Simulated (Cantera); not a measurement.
A closed system holds: 1 mol Fe(CO)5, 84 mol N2, held at 760000 Pa.

These are equilibrium values from Cantera (NASA tables, ideal gas, pure condensed phases), not measurements of a reactor. Candidate condensed phases: C, Fe, Fe(CO)5, FeO, Fe2O3, Fe3O4; 27 gas species. The tables' stoichiometric FeO is somewhat more stable than real wüstite, so its field is too wide. FeO: taken at fixed stoichiometry. Condensed phases not in the tables: cementite and carbon dissolved in iron. Kinetics and transport are ignored.

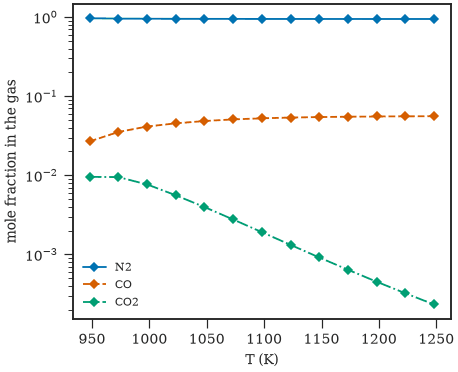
Figure: Equilibrium gas composition (values under 1e-9 drawn at 1e-9)

At 948 K the condensed part is C(graphite) + FeO(s). At 973 K the condensed part is C(graphite) + Fe(α) + FeO(s). From 998 K to 1173 K the condensed part is C(graphite) + Fe(α). From 1198 K to 1248 K the condensed part is C(graphite) + Fe(γ).
